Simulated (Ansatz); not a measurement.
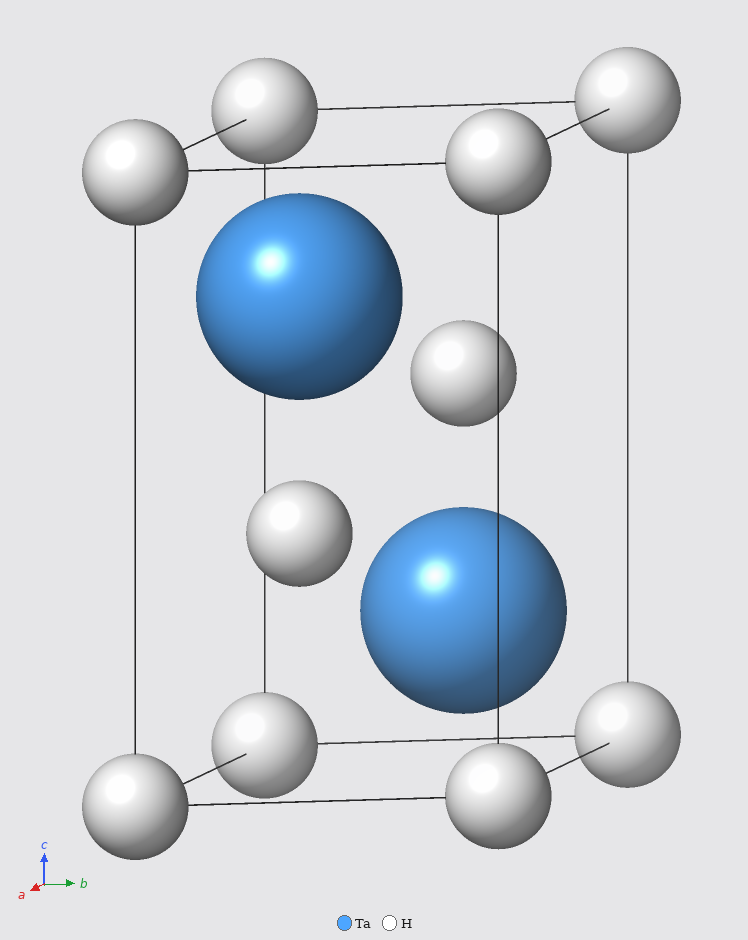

A spheres-only rendering, viewed slightly off an axis. Atoms at the boundary of the conventional unit cell (the box) are drawn once for each face, edge or corner they touch.

Ta$_{2}$H$_{3}$, space group P-3m1 (No. 164), a = 3.063 Å, b = 3.063 Å, c = 5.367 Å, α = 90.00°, β = 90.00°, γ = 120.00°. Its origin is a structure type filled with these elements by a generator (whether the compound takes this form wasn't checked). Earlier steps of the study, as a rule a relaxation of our own, may have changed the cell and positions, so they can lie some per cent off the listed ones. It was run through Ansatz as a DFT input.

This one geometry was computed with Ansatz (DFT, plane waves, PAW) at three levels of theory: PBE, PBE with spin-orbit coupling and r2SCAN.

### Which level gives the highest pressure at this volume, and what does that say about its equilibrium volume?

Highest: PBE (0.0 GPa) and PBE with spin-orbit coupling (-0.2 GPa), which points to the largest equilibrium volume. Lowest, with the smallest volume: r2SCAN (-3.3 GPa). Levels within 0.5 GPa of each other can't be told apart.

### How does the band gap change with the level of theory?

All levels give a metal.

### Collect the results in a table.

| level | cutoff (eV) | k-mesh of the run's cell | gap (eV) | pressure (GPa) |
| --- | --- | --- | --- | --- |
| PBE | 420 | 12×12×8 | metal | 0.0 |
| PBE with spin-orbit coupling | 420 | 12×12×8 | metal | -0.2 |
| r2SCAN | 500 | 12×12×8 | metal | -3.3 |

Gaps are taken on the k-mesh or band path of each run.
